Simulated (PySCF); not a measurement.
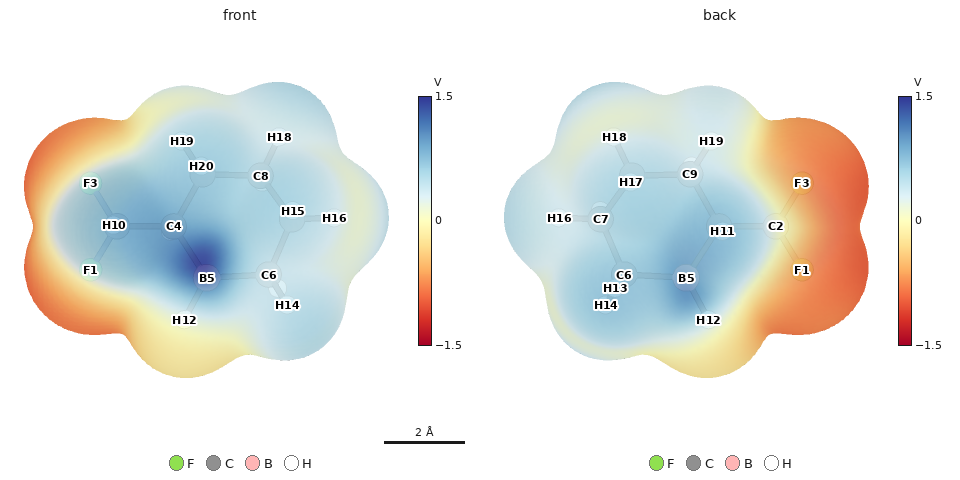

Figure 1: C6H11BF2. The electrostatic potential painted on the density surface at 0.001 e/bohr³, seen from the front and from behind; red is negative and blue positive.

Geometry: PBE0-D3(BJ)/def2-SVP.

All numbers below come from PBE0/def2-SVPD, SCF density, gas phase (PySCF 2.14.0).

```yaml
atoms:
  - { symbol: F, position_ang: [3.0570, 0.9110, -0.2740] }
  - { symbol: C, position_ang: [2.3758, -0.2233, 0.0041] }
  - { symbol: F, position_ang: [2.9803, -1.2295, -0.6816] }
  - { symbol: C, position_ang: [0.9306, -0.0952, -0.4084] }
  - { symbol: B, position_ang: [0.1608, 1.1398, 0.1917] }
  - { symbol: C, position_ang: [-1.4007, 1.1095, 0.2199] }
  - { symbol: C, position_ang: [-2.0336, -0.2838, 0.2309] }
  - { symbol: C, position_ang: [-1.3051, -1.2617, -0.6846] }
  - { symbol: C, position_ang: [0.1656, -1.4191, -0.3167] }
  - { symbol: H, position_ang: [2.5015, -0.4430, 1.0805] }
  - { symbol: H, position_ang: [0.9741, 0.2105, -1.4803] }
  - { symbol: H, position_ang: [0.7672, 2.1332, 0.5258] }
  - { symbol: H, position_ang: [-1.6565, 1.6338, -0.7292] }
  - { symbol: H, position_ang: [-1.8168, 1.7661, 1.0014] }
  - { symbol: H, position_ang: [-2.0074, -0.6820, 1.2610] }
  - { symbol: H, position_ang: [-3.1007, -0.2335, -0.0414] }
  - { symbol: H, position_ang: [-1.3836, -0.9163, -1.7322] }
  - { symbol: H, position_ang: [-1.7996, -2.2457, -0.6512] }
  - { symbol: H, position_ang: [0.6466, -2.1749, -0.9566] }
  - { symbol: H, position_ang: [0.2365, -1.8075, 0.7163] }
```

Q: Which sites attract a positive test charge, and which a negative one?

A: A positive charge is drawn to the negative regions and a negative charge to the positive ones. The most negative region (about −1.0 V) lies over F1 and F3, the most positive (about +1.3 V) over B5.
